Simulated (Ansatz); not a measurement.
## Electronic structure of C$_{2}$H$_{8}$OSi···HCl in real space

Input file:

```
crystal:
  periodic: [false, false, false]
  atoms:
    - { symbol: Si, position_ang: [-0.2868, 0.4131, -0.104] }
    - { symbol: O, position_ang: [1.084, 0.5375, 1.4382] }
    - { symbol: C, position_ang: [-1.1225, -1.0291, 0.8449] }
    - { symbol: C, position_ang: [0.3934, -0.4051, -1.6772] }
    - { symbol: H, position_ang: [-1.2775, 1.4849, -0.0472] }
    - { symbol: H, position_ang: [1.6495, 1.5003, 0.8352] }
    - { symbol: Cl, position_ang: [1.2028, 2.3426, -0.6343] }
    - { symbol: H, position_ang: [0.6708, 0.8994, 2.2214] }
    - { symbol: H, position_ang: [-1.938, -1.4502, 0.2649] }
    - { symbol: H, position_ang: [-0.4244, -1.8348, 1.0547] }
    - { symbol: H, position_ang: [-1.5405, -0.7113, 1.7963] }
    - { symbol: H, position_ang: [-0.3341, -1.1105, -2.0682] }
    - { symbol: H, position_ang: [0.6153, 0.3163, -2.4569] }
    - { symbol: H, position_ang: [1.3079, -0.953, -1.4676] }
basis:
  gaussian: { orbitals: "6-31G*" }
hamiltonian:
  xc: r2scan
  dispersion: d4
relax:
  f_tol: 0.15
  max_steps: 25
  restrain:
    - { distance: [0, 6], at: 3.43, k: 30.0 }
    - { distance: [5, 1], at: 2.27, k: 30.0 }
    - { distance: [0, 1], at: 1.77, k: 30.0 }
    - { distance: [5, 6], at: 1.33, k: 30.0 }
output:
  orbitals: {}
```

Run with:

```sh
ansatz run input.yaml --threads 2 --pin off --max-ram 3072MiB --backend cpu --events-out ev --progress --plain --runs-dir out
```

The fields are those of the run's last geometry, not of the input's.

Not at a stationary point (largest force 1.0 eV/Å).

All numbers below come from RKS r2SCAN-D4/6-31G* in Ansatz.

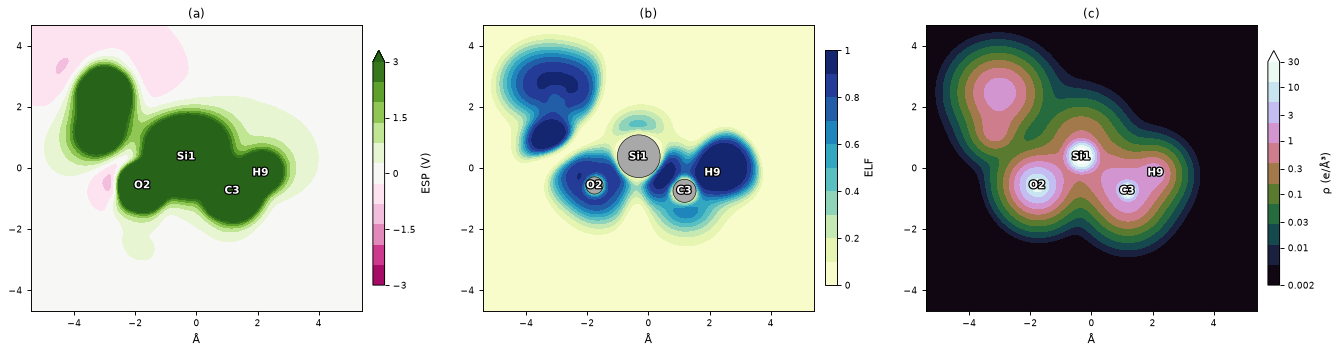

Figure 1. (a) electrostatic potential; (b) electron localisation function; (c) electron density on the plane of atoms O2, Si1 and C3. Grey discs cover the atomic cores in the ELF map.

What does the map show?

- Atoms in the plane: Si, O, C and H.
- Si–O (1.74 Å): the density is about 0.94 e/Å³ at the midpoint; the ELF peaks at about 0.85 between the atoms, as expected for a polar covalent bond.
- C–Si (1.88 Å): ρ at the midpoint is about 0.96 e/Å³; the ELF peaks at about 0.95 between the atoms, as expected for a covalent bond.
- C–H (1.10 Å): the density is about 1.9 e/Å³ at the midpoint; the ELF climbs to about 1 towards the hydrogen, as it does in any bond to H; a covalent bond by its length.
- The ELF also peaks beside O2 and Cl7, away from the bonds: lone-pair regions.
- Outside the dense part of the complex the potential is most negative (−1.0 V) near O2.

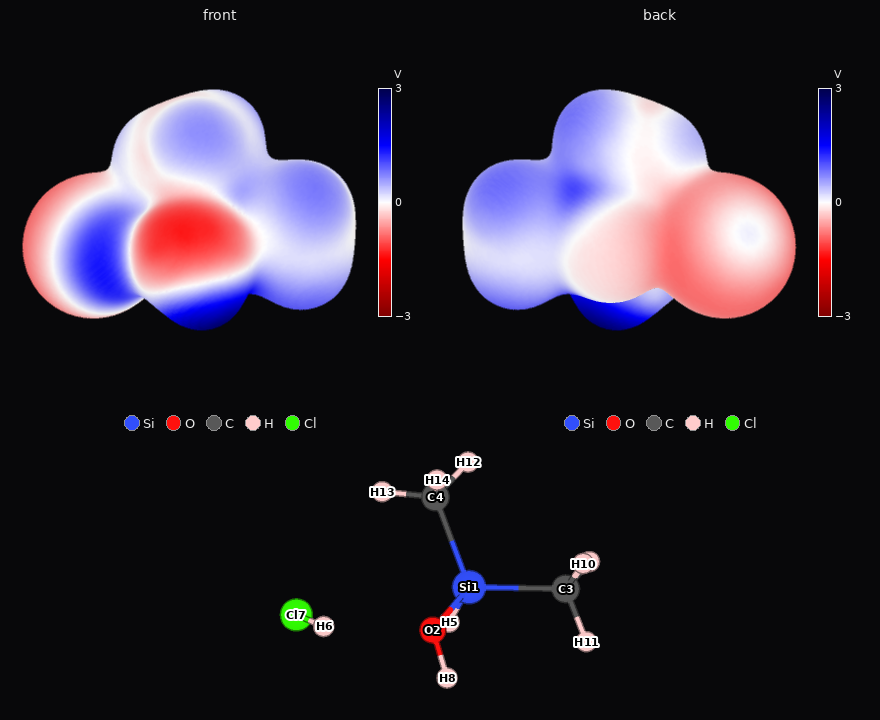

Figure 2. The molecular electrostatic potential painted on the density surface at 0.002 e/bohr³, seen from the front and from behind; the colour scale runs from red (negative) to blue (positive). The bare structure is drawn below in the same view.

Describe the electrostatic potential map.

The most negative region (about −1.3 V) lies over O2, the most positive (about +2.7 V) over H8. O2 is the likeliest acceptor of a hydrogen bond.

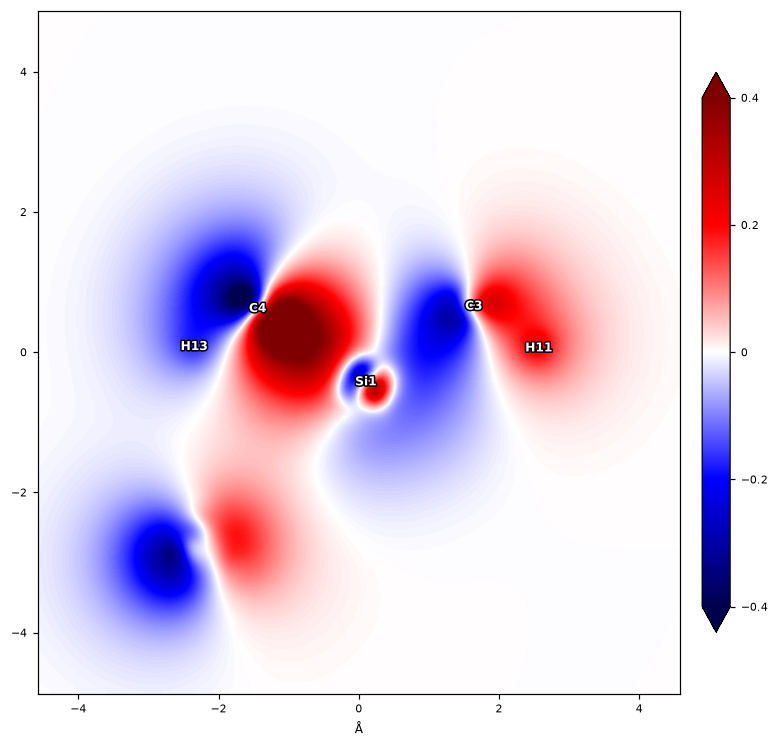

Figure 3. The HOMO−1 on the plane of atoms Si1, C3 and H11 (values in Å⁻³ᐟ²; the overall sign is arbitrary).

Where does this orbital lie, and at what energy?

It lies mainly on C4 (about 25 %), Si1 (about 20 %), Cl7 (about 15 %), O2 (about 10 %), H5 (about 10 %) and C3 (about 5 %). Its energy is −7.62 eV.
